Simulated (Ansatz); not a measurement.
System: BrGaH4.

```xyz
6

Ga   -0.5936   -0.5077   -0.5473
H     0.2935    0.2770   -1.5837
H    -0.2064   -1.9778   -0.1574
H    -1.9891    0.0757   -0.1286
H     1.6668    1.4367    0.7685
Br    0.8287    0.6961    1.6485
```

The reactant side of a reaction path; geometry: PBE0-D4/def2-TZVP.

Theory: RKS PBE0-D4/def2-TZVPP (Ansatz 0.2.0).

Predict the electron density and electron localisation function between the atoms.

Ga–Br (2.88 Å): the density is about 0.2 e/Å³ at the midpoint, with its minimum of 0.17 e/Å³ about 1.2 Å from Ga; the ELF peaks at about 0.85 in the valence shell of Br, 1.0 Å from its nucleus, and is about 0.40 at the midpoint.
Br–H (1.42 Å): the density is about 1.6 e/Å³ at the midpoint; the ELF climbs to about 1 towards the hydrogen, as it does in any bond to H.
Ga–H (1.57 Å): ρ is about 0.97 e/Å³ halfway; the ELF climbs to about 1 towards the hydrogen.

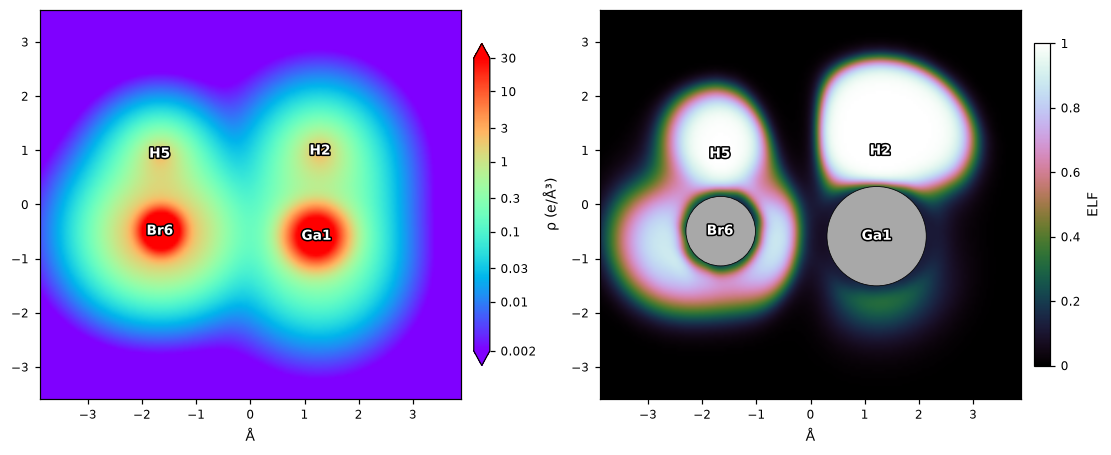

Computed electron density and electron localisation function on the plane of atoms H2, Ga1 and Br6, in this order. Grey discs cover the atomic cores in the ELF map. 
